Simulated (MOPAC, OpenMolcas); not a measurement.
**How methods differ on InHF2 (SMILES [F][InH][F])**

InHF2 has 4 atoms, charge 0, and is taken as a singlet. SMILES: `[F][InH][F]`. Geometry: relaxed at PBE0-D4/def2-TZVP.

Quantity: the dipole moment, in D. The values are calculated.

| level | kind | program | value (D) | CPU time |
| --- | --- | --- | --- | --- |
| MNDO | semi-empirical | MOPAC | 4.11 | under 2 s |
| HF/def2-TZVP (core potential) | Hartree–Fock | OpenMolcas | 3.82 | 32 s |
| SVWN5/def2-TZVP (core potential) | LDA | OpenMolcas | 3.48 | 53 s |
| BLYP/def2-TZVP (core potential) | GGA | OpenMolcas | 3.32 | 62 s |
| revPBE/def2-TZVP (core potential) | GGA | OpenMolcas | 3.26 | 55 s |
| r2SCAN/def2-TZVP (core potential) | meta-GGA | OpenMolcas | 3.44 | 58 s |
| B3LYP/def2-TZVP (core potential) | global hybrid | OpenMolcas | 3.53 | 57 s |

The values span 3.26 to 4.11 D. Magnitudes only. Times are those of the runs behind each value, whatever else they computed, on shared processors of several kinds: orders of magnitude only.

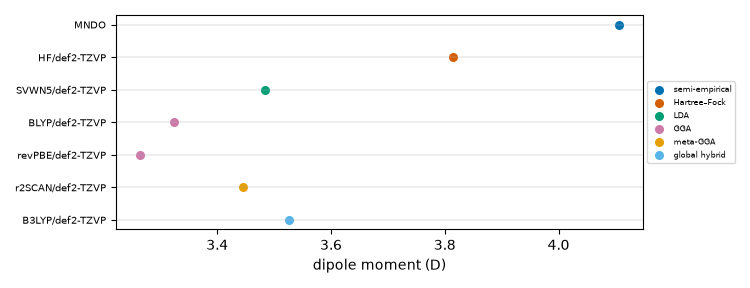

The values of the table, level by level.
